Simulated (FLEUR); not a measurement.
Band structure of Pb (Fm-3m, 1 atom in the cell).

```xyz
1
Lattice="0.0000 2.5232 2.5232 2.5232 0.0000 2.5232 2.5232 2.5232 0.0000" Properties=species:S:1:pos:R:3 pbc="T T T"
Pb     0.0000     0.0000     0.0000
```

Method of the run: PBE, all-electron FLAPW (FLEUR), scalar-relativistic valence.

Settings: Kmax = 3.8 1/bohr; GmaxXC = 15.2 1/bohr; xcFunctional = pbe; jspins = 1; l_soc = F; mode = hist; fermiSmearingEnergy = 0.00183747 Htr; mesh (inpgen div1-3) = 11 11 11; inpgen gamma flag = false; Gmax = 15.2 1/bohr; numbands = 0; maxIterBroyd = 15; imix = Anderson; alpha = 0.05.

The starting cell comes from a database of computed structures (which also holds hypothetical and non-ambient phases and stackings), without a prior relaxation at this level. Its lattice was rescaled by a random factor within 2.5 % of one. Spin-orbit coupling is off. Values depend on the basis (sphere radii, cutoffs, local orbitals), which need not be converged.

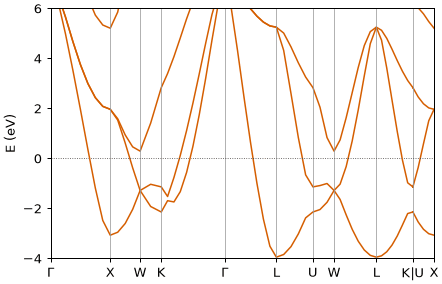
Bands along the path, energies from the Fermi level.

Levels in eV from the Fermi level, bands 4 to 11:
```json
[
 {"point": "Γ", "4": "-16.90", "5": "-16.90", "6": "-11.40", "7": "6.96", "8": "6.96", "9": "6.96", "10": "9.68", "11": "10.74"},
 {"point": "X", "4": "-16.75", "5": "-16.75", "6": "-6.82", "7": "-3.07", "8": "1.97", "9": "1.97", "10": "5.21", "11": "6.46"},
 {"point": "W", "4": "-16.86", "5": "-16.75", "6": "-6.73", "7": "-1.28", "8": "-1.28", "9": "0.29", "10": "10.41", "11": "11.82"},
 {"point": "K", "4": "-16.84", "5": "-16.79", "6": "-6.90", "7": "-2.14", "8": "-1.14", "9": "2.83", "10": "6.29", "11": "10.98"},
 {"point": "L", "4": "-16.78", "5": "-16.78", "6": "-8.10", "7": "-3.95", "8": "5.25", "9": "5.25", "10": "9.00", "11": "9.16"},
 {"point": "U", "4": "-16.84", "5": "-16.79", "6": "-6.90", "7": "-2.14", "8": "-1.14", "9": "2.83", "10": "6.29", "11": "10.98"}
]
```
